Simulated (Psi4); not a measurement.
# A workflow on AlHOF2 (SMILES [OH][Al]([F])[F])

Wanted: a structure relaxation (CAM-B3LYP/6-31+G*), then vibrational wavenumbers of AlHOF2. Input form: a Python script.

The results are computed with Psi4 1.11.

### Step 1. The system as given

AlHOF2: 5 atoms, total charge 0, spin state singlet. As SMILES, `[OH][Al]([F])[F]`. All atoms were displaced at random from a relaxed shape. The run starts from this shape.

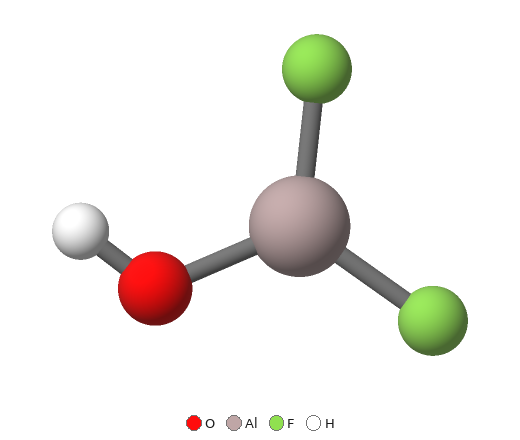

The structure, seen from a chosen angle (oxygen red, aluminium light grey, fluorine green, hydrogen white).

### Step 2. A geometry optimisation at CAM-B3LYP/6-31+G(d) (density fitting, Cartesian functions) (run 1)

Contents of calc.py:

```python
import psi4

psi4.set_memory(1600000000)
psi4.set_num_threads(1)
psi4.set_output_file('alf2ho.out', False)

molecule = psi4.geometry("""
O
Al 1 1.658851
F 2 1.722754 1 121.39675
F 2 1.663526 1 119.55875 3 -178.05162
H 1 0.989853 2 119.22509 4 2.17877
""")

psi4.set_options(dict(basis='6-31+G*', reference='rks', geom_maxiter=60))

result, w = psi4.optimize('CAM-B3LYP', molecule=molecule, return_wfn=True)
print('E =', round(result, 9))
print(molecule.to_string(dtype='xyz', units='Angstrom'))
for k, v in sorted(psi4.core.scalar_variables().items()):
    print(f'{k:45s} {v:18.10f}')
```

Launch:

```sh
$ python calc.py
```

alf2ho.out:

```text
[...]
  Running in c1 symmetry.
[...]
  Nuclear repulsion =  157.288027912394995
[...]
  Multiplicity = 1
[...]
  Nalpha       = 20
  Nbeta        = 20
[...]
    Number of basis functions: 82
[...]
   @DF-RKS iter   1:  -517.76320893805530   -8.15563e-01   1.15190e-02 ADIIS/DIIS
[...]
   @DF-RKS iter   7:  -518.08459230248002   -1.81899e-12   1.99054e-09 DIIS
[...]
    Orbital Energies [Eh]
    ---------------------
    Doubly Occupied:
       1A    -56.189621     2A    -24.772639     3A    -24.770710
       4A    -19.248679     5A     -4.275767     6A     -2.832729
       7A     -2.828027     8A     -2.826766     9A     -1.252771
      10A     -1.243928    11A     -1.087966    12A     -0.614886
      13A     -0.559930    14A     -0.532828    15A     -0.510319
      16A     -0.507902    17A     -0.494798    18A     -0.487432
      19A     -0.437436    20A     -0.424373
[...]
  @DF-RKS Final Energy:  -518.08459230248002
   => Energetics <=
    Nuclear Repulsion Energy =            159.1110718912206607
    One-Electron Energy =               -1037.4745122546355560
    Two-Electron Energy =                 396.7226726386865039
    DFT Exchange-Correlation Energy =     -36.4438245777517338
    Empirical Dispersion Energy =           0.0000000000000000
    VV10 Nonlocal Energy =                  0.0000000000000000
    Total Energy =                       -518.0845923024800186
[...]
 Multipole Moments:
 ------------------------------------------------------------------------------------
     Multipole            Electronic (a.u.)      Nuclear  (a.u.)        Total (a.u.)
 ------------------------------------------------------------------------------------
 L = 1.  Multiply by 2.5417464519 to convert [e a0] to [Debye]
 Dipole X            :         -0.0001799            0.0008863            0.0007063
 Dipole Y            :         -0.1875892            0.7691582            0.5815690
 Dipole Z            :          3.0090444           -3.6392566           -0.6302123
 Magnitude           :                                                    0.8575492
[...]
  -Total Gradient:
     Atom            X                  Y                   Z
    ------   -----------------  -----------------  -----------------
       1       -0.000011160062     0.000026624043     0.000019291824
       2        0.000004312431     0.000245392946    -0.000013693570
       3        0.000001442733     0.000148701658     0.000032971324
       4       -0.000002846635     0.000159218163    -0.000044900552
       5        0.000007609849     0.000098507369     0.000005724575
[...]
    Final optimized geometry and variables:
    Molecular point group: c1
    Full point group: C1
    Geometry (in Angstrom), charge = 0, multiplicity = 1:
    O
    AL            1    1.685550
    F             2    1.648056      1  119.522115
    F             2    1.652906      1  121.944308      3 -179.994912
    H             1    0.963128      2  125.499696      4    0.067685
[...]
```

On the terminal:

```text
Optimizer: Optimization complete!
E = -518.084592302
5
0 1 AlF2HO
O                     0.000018330458    -0.002342364418    -1.719958120174
Al                    0.000018330458    -0.002342364418    -0.034408060717
F                     0.000018330458    -1.436423773116     0.777687040876
F                    -0.000106211927     1.400251854094     0.840135578102
H                     0.000874982739     0.781757934353    -2.279245494282

CURRENT ENERGY                                   -518.0845923025
CURRENT REFERENCE ENERGY                         -518.0845923025
DD SOLVATION ENERGY                                 0.0000000000
DFT FUNCTIONAL TOTAL ENERGY                      -518.0845923025
DFT TOTAL ENERGY                                 -518.0845923025
DFT VV10 ENERGY                                     0.0000000000
DFT XC ENERGY                                     -36.4438245778
GRID ELECTRONS ALPHA                               19.9999958399
GRID ELECTRONS BETA                                19.9999958399
GRID ELECTRONS TOTAL                               39.9999916797
NUCLEAR REPULSION ENERGY                          159.1110718912
ONE-ELECTRON ENERGY                             -1037.4745122546
OPTIMIZATION ITERATIONS                             8.0000000000
PCM POLARIZATION ENERGY                             0.0000000000
PE ENERGY                                           0.0000000000
SCF ITERATION ENERGY                             -518.0845923025
SCF ITERATIONS                                      7.0000000000
SCF TOTAL ENERGY                                 -518.0845923025
TWO-ELECTRON ENERGY                               396.7226726387
XC GRID RADIAL POINTS                              75.0000000000
XC GRID SPHERICAL POINTS                          302.0000000000
XC GRID TOTAL POINTS                           110087.0000000000
```

It took 25 s on 1 thread of AMD EPYC 9R45 (Zen 5), shared host; peak memory 0.56 GiB.

Steps, from the record of the run:

```tsv
step	energy from the first frame kept (eV)	largest force (eV/Å)
0	0.0000	2.4968
1	-0.1095	0.5868
2	-0.1024	0.6154
3	-0.1189	0.1066
4	-0.1210	0.0823
5	-0.1215	0.0362
6	-0.1216	0.0235
7	-0.1216	0.0126
```

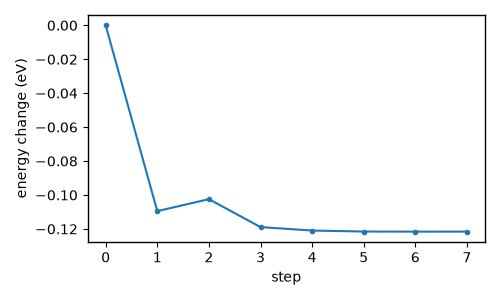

Energy along the run.

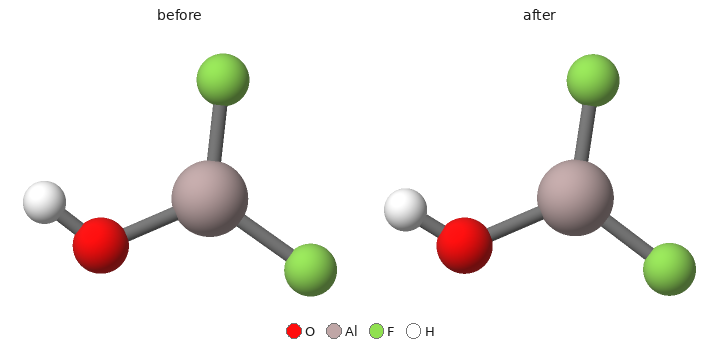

Before and after, at one scale.

After the run. Bond lengths: O1–Al2 1.686 Å, Al2–F3 1.648 Å, Al2–F4 1.653 Å, O1–H5 0.963 Å. Angles: O1–Al2–F3 119.5°, O1–Al2–F4 121.9°, F3–Al2–F4 118.5°, Al2–O1–H5 125.5°.

### Step 3. The harmonic vibrations at CAM-B3LYP/6-31+G(d) (density fitting, Cartesian functions) (run 2)

Contents of alf2ho.xyz:

```xyz
5
AlF2HO
O     -0.024900     1.252580    -0.013128
Al     0.188942    -0.411137     0.152387
F      1.501183    -0.984040     0.968411
F     -0.882703    -1.498006    -0.481953
H     -0.757453     1.679609    -0.469887
```

Contents of job.py:

```python
import psi4

psi4.set_memory('1600 MB')
psi4.set_num_threads(1)
psi4.core.set_output_file('output.dat', False)

with open('alf2ho.xyz') as f:
    atoms = ''.join(f.readlines()[2:])
geom = psi4.geometry('0 1\n' + atoms + '')

psi4.set_options({
    'basis': '6-31+G*',
    't': 298.15,
    'rotational_symmetry_number': 1,
})

energy_value = psi4.frequencies('CAM-B3LYP', molecule=geom)
print('E =', round(energy_value, 9))
for k in ('ZPVE', 'ENTHALPY', 'GIBBS FREE ENERGY'):
    print(f'{k}: {psi4.variable(k):.8f} Eh')
```

Launch:

```sh
$ python job.py
```

output.dat:

```text
[...]
  Running in c1 symmetry.
[...]
  Nuclear repulsion =  159.111092259198927
[...]
  Multiplicity = 1
[...]
  Nalpha       = 20
  Nbeta        = 20
[...]
    Number of basis functions: 82
[...]
   @DF-RKS iter   1:  -517.76878287411523   -7.84996e-01   1.15431e-02 ADIIS/DIIS
[...]
   @DF-RKS iter  11:  -518.08459142890433   -6.02540e-12   3.68211e-09 DIIS
[...]
  @DF-RKS Final Energy:  -518.08459142890433
   => Energetics <=
    Nuclear Repulsion Energy =            159.1060403667968046
    One-Electron Energy =               -1037.4661457167439949
    Two-Electron Energy =                 396.7189179143719002
    DFT Exchange-Correlation Energy =     -36.4434039933291061
    Empirical Dispersion Energy =           0.0000000000000000
    VV10 Nonlocal Energy =                  0.0000000000000000
    Total Energy =                       -518.0845914289043321
[...]
 Multipole Moments:
 ------------------------------------------------------------------------------------
     Multipole            Electronic (a.u.)      Nuclear  (a.u.)        Total (a.u.)
 ------------------------------------------------------------------------------------
 L = 1.  Multiply by 2.5417464519 to convert [e a0] to [Debye]
 Dipole X            :          0.5402090           -1.1107187           -0.5705098
 Dipole Y            :         -2.9401455            3.4694858            0.5293403
 Dipole Z            :          0.3924075           -0.7540417           -0.3616342
 Magnitude           :                                                    0.8581736
[...]
  -Total Gradient:
     Atom            X                  Y                   Z
    ------   -----------------  -----------------  -----------------
       1        0.000907723096    -0.000614390454     0.000587725507
       2       -0.000226983286    -0.000020136210    -0.000137521256
       3       -0.000123893609    -0.000057115907    -0.000079984514
       4       -0.000119907175     0.000046684582    -0.000072946694
       5       -0.001012549437     0.000539387419    -0.000647255075
[...]
  ==> Harmonic Vibrational Analysis <==
[...]
  Freq [cm^-1]                 235.8094            285.6491            298.2337
[...]
  IR activ [km/mol]            11.1149             61.0990             85.0648
[...]
  Freq [cm^-1]                 367.4994            606.0561            697.0716
[...]
  IR activ [km/mol]            190.9126            167.5829            13.3353
[...]
  Freq [cm^-1]                 938.8617            970.4651           3899.8767
[...]
  IR activ [km/mol]            213.7656            193.6717            115.3939
[...]
  Total E_0, Enthalpy at 0 [K]                                                         -518.06568515 [Eh]
[...]
  Total H, Enthalpy at  298.15 [K]                                                     -518.05984020 [Eh]
[...]
  Total G, Gibbs energy at  298.15 [K]                                                 -518.09366719 [Eh]
[...]
```

Standard output:

```text
Warning: used thermodynamics relations inappropriate for low-frequency modes: ['235.8094' '285.6491' '298.2337' '367.4994' '606.0561']
E = -518.084592852
ZPVE: 0.01890770 Eh
ENTHALPY: -518.05984020 Eh
GIBBS FREE ENERGY: -518.09366719 Eh
```

Wall time 85 s (1 thread of AMD EPYC 9R45 (Zen 5), shared host); peak memory 0.55 GiB.

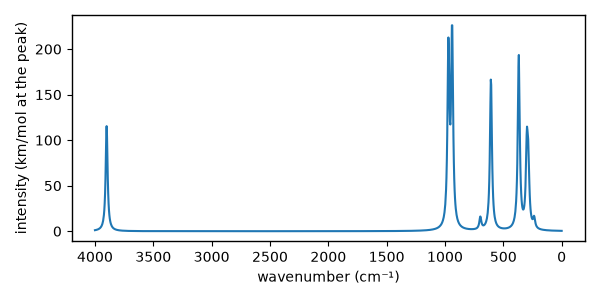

Harmonic infrared spectrum, unscaled, lines broadened by 10 cm⁻¹.

### Step 4. Results

```
                                                                           quantity             value
                                  run 1, CAM-B3LYP/6-31+G*: total energy at the end     -518.08459 Eh
                                            run 1, CAM-B3LYP/6-31+G*: dipole moment            2.18 D
                                              run 1, CAM-B3LYP/6-31+G*: HOMO energy         -11.55 eV
                                              run 1, CAM-B3LYP/6-31+G*: LUMO energy          -0.74 eV
                                            run 1, CAM-B3LYP/6-31+G*: HOMO–LUMO gap          10.81 eV
                               run 2, CAM-B3LYP/6-31+G*: lowest harmonic wavenumber          236 cm⁻¹
                              run 2, CAM-B3LYP/6-31+G*: highest harmonic wavenumber         3900 cm⁻¹
                                        run 2, CAM-B3LYP/6-31+G*: zero-point energy       49.6 kJ/mol
run 2, CAM-B3LYP/6-31+G*: ideal-gas entropy at 298.15 K (symmetry number 1 as used)  71.2 cal/(mol K)
```

The optimisation (run 1, CAM-B3LYP/6-31+G*) took 8 steps and changed the energy by -0.122 eV. All 9 modes (run 2, CAM-B3LYP/6-31+G*) are real, so the shape is a minimum at this level.
